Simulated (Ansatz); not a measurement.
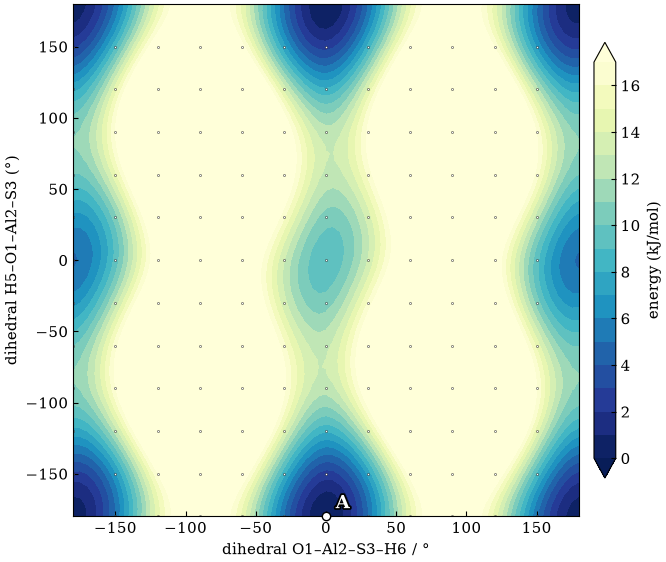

AlClH₂OS, SMILES [OH][Al]([SH])[Cl]. 
- The first coordinate is: dihedral O1–Al2–S3–H6; the second: dihedral H5–O1–Al2–S3.
- Nothing is relaxed (all other coordinates rigid).
- Grid: 12 × 12 points; 74 points were computed and 70 follow by symmetry.
- Points are written as (first, second).
- Energies are in kJ/mol, from the lowest grid point.
- All numbers below come from RKS wB97X-V/def2-SVP (Ansatz).

In the figure: filled contours, dots at the grid points, one colour for all values above the top of the scale, the well A. Between grid points the surface is interpolated.

### Where is the minimum, and how stiff is the well along each coordinate? Take the well at A.

The interpolated minimum is at dihedral O1–Al2–S3–H6 ≈ 0°, dihedral H5–O1–Al2–S3 ≈ −180°. The curvatures there are about 0.43 eV/rad² and 0.21 eV/rad², with a cross term of about −0.03 eV/rad². Round the minimum the two coordinates are weakly coupled (coupling −0.09 in units of the two stiffnesses). (1 eV is 96.5 kJ/mol.)
